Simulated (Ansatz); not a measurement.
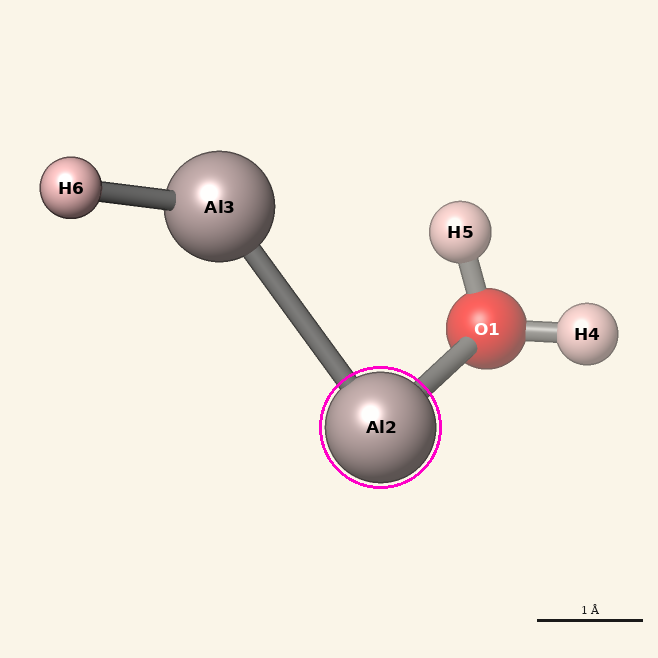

Orthographic view. Atoms fade into the background with distance from the viewer. Charge 0, doublet. Computed geometry: PBE0-D4/def2-TZVP optimisation. No frequency run is at hand to confirm it as a minimum.

**Which atoms are bonded to the circled atom?**

The circled atom is Al2; it is bonded to O1, Al3.

**Which atom is nearest the viewer?**

H6, 1.6 Å in front of the mean position.

**Which two atoms are farthest apart in space?**

H4 and H6, 5.77 Å.
